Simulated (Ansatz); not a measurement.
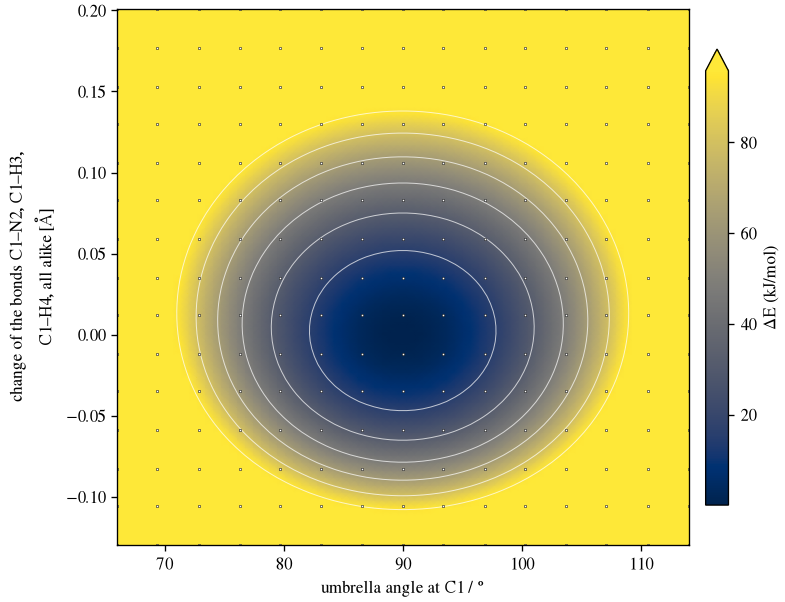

CH₂N, SMILES C=[N-], charge −1. 
- Coordinates scanned: (1) umbrella angle at C1 (between each of its bonds and their common axis; 90 is planar); (2) change of the bonds C1–N2, C1–H3, C1–H4, all alike.
- Nothing is relaxed (all other coordinates rigid).
- The scan uses a 15 × 15 grid; 120 points were computed and 105 follow by symmetry.
- Points are written as (first, second).
- Energies are in kJ/mol, from the relaxed molecule at the same level.
- The restricted reference is unstable at some or all points, so the energies there are unreliable.
- Level of theory: Ansatz 0.2.0, RHF-MP2, frozen core/def2-TZVPD.

In the figure: a smooth colour map with a few white contour lines, dots at the grid points, one colour for all values above the top of the scale. Between grid points the surface is interpolated.

> Where is the minimum, and how stiff is the well along each coordinate?

The interpolated minimum is at the first coordinate ≈ 90.0°, the second coordinate ≈ 0.000 Å. The curvatures there are about 17 eV/rad² and 137 eV/Å², with a cross term of about 0 eV/(rad·Å). Round the minimum the two coordinates are nearly uncoupled. (1 eV is 96.5 kJ/mol.)
